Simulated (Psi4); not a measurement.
# SCAN/cc-pV(D+d)Z (sweep point 2) run of SO2 (sulfur dioxide)

What is the energy change on altering one bond length of SO2 (sulfur dioxide) at SCAN/cc-pV(D+d)Z (sweep point 2)? 

Program for the calculation: Psi4 1.11.

## Step 1: The system as given

SO2 has 3 atoms, charge 0, and is taken as a singlet. SMILES: `O=S=O`. The shape is that of a GFN2-xTB optimisation.

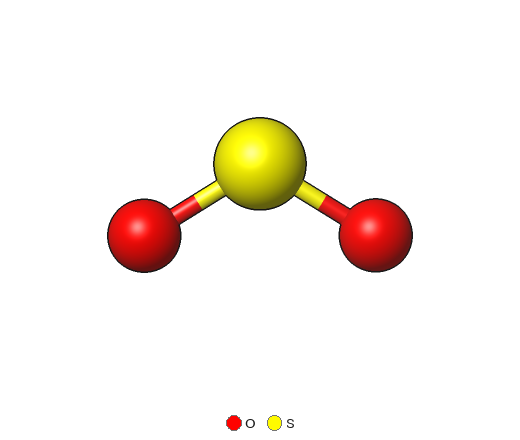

Viewed from a chosen angle; oxygen red, sulfur yellow.

## Step 2: A single-point energy at SCAN/cc-pV(D+d)Z (sweep point 2)

Input file job.in:

```
memory 1.6 GB

molecule system {
  0 1
  O     -0.970250     0.629650    -0.459050
  S      0.280030     0.371410     0.194090
  O      0.690220    -1.001060     0.264960
  symmetry c1
}

set globals {
  basis cc-pV(D+d)Z
  puream true
  scf_type pk
  dft_radial_points 99
  dft_spherical_points 590
}

E, wfn = energy('scan', return_wfn=True)
```

Run with:

```
$ psi4 -i job.in -o job.out -n 1
```

job.out:

```text
[...]
  Running in c1 symmetry.
[...]
  Nuclear repulsion =  108.356578885425023
[...]
  Multiplicity = 1
[...]
  Nalpha       = 16
  Nbeta        = 16
[...]
    Number of basis functions: 51
[...]
   @RKS iter   1:  -548.36055040515964    2.48083e-01   1.57071e-02 ADIIS/DIIS
[...]
   @RKS iter   9:  -548.60497614303779   -1.71553e-09   1.42996e-07 DIIS
[...]
    Orbital Energies [Eh]
    ---------------------
    Doubly Occupied:
       1A    -88.719523     2A    -19.007117     3A    -19.007096
       4A     -8.017777     5A     -5.963777     6A     -5.963187
       7A     -5.958083     8A     -1.111375     9A     -1.018591
      10A     -0.595113    11A     -0.461329    12A     -0.452160
      13A     -0.447466    14A     -0.339550    15A     -0.313408
      16A     -0.294924
[...]
  @RKS Final Energy:  -548.60497614303779
   => Energetics <=
    Nuclear Repulsion Energy =            108.3565788854250229
    One-Electron Energy =                -971.1561291108006344
    Two-Electron Energy =                 357.1081847856328295
    DFT Exchange-Correlation Energy =     -42.9136107032950420
    Empirical Dispersion Energy =           0.0000000000000000
    VV10 Nonlocal Energy =                  0.0000000000000000
    Total Energy =                       -548.6049761430377885
[...]
 Multipole Moments:
 ------------------------------------------------------------------------------------
     Multipole            Electronic (a.u.)      Nuclear  (a.u.)        Total (a.u.)
 ------------------------------------------------------------------------------------
 L = 1.  Multiply by 2.5417464519 to convert [e a0] to [Debye]
 Dipole X            :          0.4538142            0.0042658            0.4580800
 Dipole Y            :          0.5002086            0.0046990            0.5049076
 Dipole Z            :         -0.0000000            0.0000000           -0.0000000
 Magnitude           :                                                    0.6817396
[...]
```

Run time: 7.5 s. Hardware: 1 thread of Intel Xeon 6975P-C (Granite Rapids), shared host; peak memory 0.88 GiB.

## Step 3: The distorted shape

Input file o2s.inp:

```
memory 1600 mb

molecule molecule1 {
  0 1
  O     -1.175342     1.315874    -0.494484
  S      0.074938     1.057634     0.158656
  O      0.690220    -1.001060     0.264960
  symmetry c1
}

set puream true
set scf_type pk
set dft_radial_points 99
set dft_spherical_points 590

energy_value, wavefunction = energy("scan/cc-pV(D+d)Z", return_wfn=True)
```

Run with:

```
$ psi4 -n 1 o2s.inp o2s.out
```

o2s.out:

```text
[...]
  Running in c1 symmetry.
[...]
  Nuclear repulsion =   89.750320320772587
[...]
  Multiplicity = 1
[...]
  Nalpha       = 16
  Nbeta        = 16
[...]
    Number of basis functions: 51
[...]
   @RKS iter   1:  -547.80953917793136    1.67148e-01   2.12421e-02 ADIIS/DIIS
[...]
   @RKS iter  12:  -548.45055886659725   -4.80929e-09   9.58275e-07 DIIS
[...]
    Orbital Energies [Eh]
    ---------------------
    Doubly Occupied:
       1A    -88.729850     2A    -19.062900     3A    -19.002056
       4A     -8.030246     5A     -5.975971     6A     -5.973827
       7A     -5.972479     8A     -1.113337     9A     -0.849132
      10A     -0.658273    11A     -0.456165    12A     -0.454988
      13A     -0.450052    14A     -0.291681    15A     -0.268073
      16A     -0.239347
[...]
  @RKS Final Energy:  -548.45055886659725
   => Energetics <=
    Nuclear Repulsion Energy =             89.7503203207725875
    One-Electron Energy =                -934.1006058505886358
    Two-Electron Energy =                 338.5202134972682302
    DFT Exchange-Correlation Energy =     -42.6204868340494514
    Empirical Dispersion Energy =           0.0000000000000000
    VV10 Nonlocal Energy =                  0.0000000000000000
    Total Energy =                       -548.4505588665972482
[...]
 Multipole Moments:
 ------------------------------------------------------------------------------------
     Multipole            Electronic (a.u.)      Nuclear  (a.u.)        Total (a.u.)
 ------------------------------------------------------------------------------------
 L = 1.  Multiply by 2.5417464519 to convert [e a0] to [Debye]
 Dipole X            :          0.1376682            0.0034388            0.1411070
 Dipole Y            :          1.1026722            0.0075930            1.1102652
 Dipole Z            :          0.0000000           -0.0000000            0.0000000
 Magnitude           :                                                    1.1191961
[...]
```

Run time: 7.8 s. Hardware: 1 thread of Intel Xeon 6975P-C (Granite Rapids), shared host; peak memory 0.81 GiB.

## Step 4: What came out

At SCAN/cc-pV(D+d)Z (sweep point 2):

| quantity | value |
| --- | --- |
| first shape: total energy | -548.60498 Eh |
| first shape: dipole moment | 1.73 D |
| first shape: HOMO energy | -8.03 eV |
| first shape: LUMO energy | -4.05 eV |
| first shape: HOMO–LUMO gap | 3.98 eV |
| distorted shape: total energy | -548.45056 Eh |
| distorted shape: dipole moment | 2.84 D |
| distorted shape: HOMO energy | -6.51 eV |
| distorted shape: LUMO energy | -5.85 eV |
| distorted shape: HOMO–LUMO gap | 0.66 eV |
| energy change with the S2–O3 bond stretched from 1.434 to 2.151 Å | 4.202 eV |

With the S2–O3 bond stretched from 1.434 to 2.151 Å the energy rises by 4.20 eV (97 kcal/mol). The first shape isn't relaxed at this level, so the change isn't measured from a minimum. A restricted reference can't describe the breaking bond well at this length.
